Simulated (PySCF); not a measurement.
**One shape, several levels: C2H5ClOSi (SMILES [SiH3]O/C=C/Cl)**

Wanted: a comparison of 4 runs (HF/STO-3G, HF/3-21G, BLYP/6-311G**, CCSD(T)/6-311G**) of C2H5ClOSi. The job is set up through a Python script.

The calculation is run with PySCF 2.14.0.

### Step 1. The molecule

The species is C2H5ClOSi (10 atoms), meant as a singlet with charge 0. SMILES: `[SiH3]O/C=C/Cl`. The coordinates come from a GFN2-xTB relaxation. This is one conformer, not always the lowest.

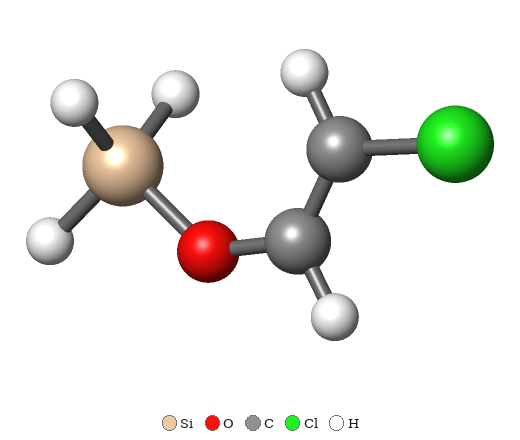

The structure, seen from a chosen angle (silicon light orange, oxygen red, carbon grey, chlorine green, hydrogen white).

### Step 2. Energy and gradient at HF/STO-3G (run 1)

Input file calc.py:

```python
# [SiH3]O/C=C/Cl
import pyscf.grad
from pyscf import gto

molecule = gto.M(
    atom='''
Si    -1.325520    -0.992730     0.295180
O      0.276670    -0.806260     0.563990
C      1.165540     0.122100     0.203640
C      0.892510     1.196410    -0.524740
Cl     2.105830     2.336870    -0.937940
H     -2.073210     0.137210     0.847480
H     -1.595700    -1.097530    -1.138980
H     -1.518970    -2.236130     1.022450
H      2.165280    -0.081810     0.568930
H     -0.092440     1.421880    -0.900000
''',
    max_memory=1860,
    basis='sto-3g',
    charge=0,
    verbose=4,
)

hf = molecule.RHF()
hf.conv_tol = 1e-10
hf.kernel()
if not hf.converged:
    hf = hf.newton().run(hf.mo_coeff, hf.mo_occ)

e_tot = hf.e_tot
print('Final energy', e_tot)
grad = hf.Gradients().kernel()
hf.analyze()
```

The run is started by

```
$ OMP_NUM_THREADS=1 python calc.py
```

Standard output:

```text
PySCF version 2.14.0

[... 79 lines left out ...]
Nuclear Repulsion Energy =             262.422679341009541
[... 7 lines left out ...]
MO #2   energy= -68.0455130325064  occ= 2
[... 5 lines left out ...]
MO #8   energy= -7.81384294528342  occ= 2
[... 5 lines left out ...]
MO #14  energy= -1.31821183357689  occ= 2
[... 5 lines left out ...]
MO #20  energy= -0.594022013464075 occ= 2
[... 5 lines left out ...]
MO #26  energy= -0.395373372371207 occ= 2
[... 5 lines left out ...]
MO #32  energy= 0.489391986567762  occ= 0
[... 5 lines left out ...]
MO #38  energy= 0.992434459011552  occ= 0
[... 51 lines left out ...]
Dipole moment(X, Y, Z, Debye): -2.65815, -1.86757,  0.51415
```

Run time: 1.8 s. Hardware: 1 thread of Arm Neoverse V2, shared host; peak memory 0.12 GiB.

### Step 3. Energy and gradient at HF/3-21G (run 2)

Input file calc.py:

```python
from pyscf import gto, scf

system = gto.M(
    atom=[
    ('Si', (-1.325520, -0.992730, 0.295180)),
    ('O', (0.276670, -0.806260, 0.563990)),
    ('C', (1.165540, 0.122100, 0.203640)),
    ('C', (0.892510, 1.196410, -0.524740)),
    ('Cl', (2.105830, 2.336870, -0.937940)),
    ('H', (-2.073210, 0.137210, 0.847480)),
    ('H', (-1.595700, -1.097530, -1.138980)),
    ('H', (-1.518970, -2.236130, 1.022450)),
    ('H', (2.165280, -0.081810, 0.568930)),
    ('H', (-0.092440, 1.421880, -0.900000)),
],
    charge=0,
    verbose=3,
    spin=0,
    basis='3-21g',
    max_memory=1860,
)

hf = scf.RHF(system)
hf.conv_tol = 1e-10
hf.kernel()
if not hf.converged:
    hf = hf.newton().run(hf.mo_coeff, hf.mo_occ)

energy = hf.e_tot
print('Final energy', energy)
grad = hf.nuc_grad_method().kernel()
dip = hf.dip_moment()
pop, q = hf.mulliken_pop()
```

The run is started by

```
$ OMP_NUM_THREADS=1 python calc.py
```

Standard output:

```text
converged SCF energy = -897.332337407328
Final energy -897.3323374073277
[... 8 lines left out ...]
Dipole moment(X, Y, Z, Debye): -2.18076, -1.25216,  0.24854
[... 74 lines left out ...]
charge of    9H =      0.28085
```

It took 1.9 s on 1 thread of Arm Neoverse V2, shared host; peak memory 0.13 GiB.

Run 3 isn't shown in full; the table further down has it.

### Step 4. A single-point energy at CCSD(T)/6-311G(d,p) (run 4)

Input file calc.py:

```python
# [SiH3]O/C=C/Cl
from pyscf import gto, scf, cc

molecule = gto.M(
    atom='''
Si  -1.325520  -0.992730   0.295180
O    0.276670  -0.806260   0.563990
C    1.165540   0.122100   0.203640
C    0.892510   1.196410  -0.524740
Cl   2.105830   2.336870  -0.937940
H   -2.073210   0.137210   0.847480
H   -1.595700  -1.097530  -1.138980
H   -1.518970  -2.236130   1.022450
H    2.165280  -0.081810   0.568930
H   -0.092440   1.421880  -0.900000
''',
    verbose=3,
    basis='6-311g**',
    max_memory=1860,
    charge=0,
)

calc0 = scf.RHF(molecule)
calc0.conv_tol = 1e-10
calc0.kernel()
if not calc0.converged:
    calc0 = calc0.newton().run(calc0.mo_coeff, calc0.mo_occ)

mycc = cc.CCSD(calc0, frozen=13)
mycc.kernel()
e_t = mycc.ccsd_t()
etot = mycc.e_tot + e_t
print('E = %.10f Eh' % etot)
calc0.analyze()
```

The run is started by

```
$ OMP_NUM_THREADS=1 python calc.py
```

Standard output:

```text
converged SCF energy = -901.987590735907
[... 11 lines left out ...]
MO #8   energy= -8.03151259597536  occ= 2
[... 15 lines left out ...]
MO #24  energy= -0.511422959376117 occ= 2
[... 15 lines left out ...]
MO #40  energy= 0.394085647942921  occ= 0
[... 15 lines left out ...]
MO #56  energy= 0.809096188721303  occ= 0
[... 15 lines left out ...]
MO #72  energy= 1.31983128897962   occ= 0
[... 15 lines left out ...]
MO #88  energy= 1.93310866494379   occ= 0
[... 15 lines left out ...]
MO #104 energy= 2.8642249121158    occ= 0
[... 15 lines left out ...]
MO #120 energy= 4.47742262530088   occ= 0
[... 15 lines left out ...]
MO #136 energy= 219.124694228064   occ= 0
[... 11 lines left out ...]
Dipole moment(X, Y, Z, Debye): -1.76007, -1.10774,  0.26064
```

Run time: 4.4 min. Hardware: 1 thread of Arm Neoverse V2, shared host; peak memory 2.2 GiB.

### Step 5. The series

| run | level | integration grid | task | energy (Eh) | dipole moment (D) of the reference | HOMO energy (eV) | LUMO energy (eV) | wall time |
| --- | --- | --- | --- | --- | --- | --- | --- | --- |
| 1 | HF/STO-3G | – | gradient | -891.712630 | 3.29 | -7.16 | 8.42 | 1.8 s |
| 2 | HF/3-21G | – | gradient | -897.332337 | 2.53 | -9.42 | 3.73 | 1.9 s |
| 3 | BLYP/6-311G** | 5 | gradient | -904.127099 | 1.88 | -5.43 | -0.85 | 63 s |
| 4 | CCSD(T)/6-311G** | – | energy | -902.772926 | 2.10 | -9.44 | 2.93 | 4.4 min |

### Step 6. Outcome

| quantity | value |
| --- | --- |
| run 4: total energy | -902.77293 Eh |
| run 4: dipole moment (Hartree–Fock density) | 2.10 D |
| run 4: HOMO energy (Hartree–Fock orbitals) | -9.44 eV |
| run 4: LUMO energy (Hartree–Fock orbitals) | 2.93 eV |
| run 4: HOMO–LUMO gap (Hartree–Fock orbitals) | 12.37 eV |
| run 4: correlation energy (13 core orbitals frozen) | -785.3 mEh |
| run 4: (T) correction | -25.89 mEh |
| run 4: T1 diagnostic | 0.012 |

In words: Over runs 1, 2, 3 the dipole moment (its size) runs from 1.88 D (BLYP/6-311G**) to 3.29 D (HF/STO-3G). The two ends differ in method and basis. Over runs 1, 2, 3 the HOMO–LUMO gap runs from 4.59 eV (BLYP/6-311G**) to 15.57 eV (HF/STO-3G). In run 1 the basis is minimal, so the values are rough. All runs together took 5.5 min, the longest 4.4 min.
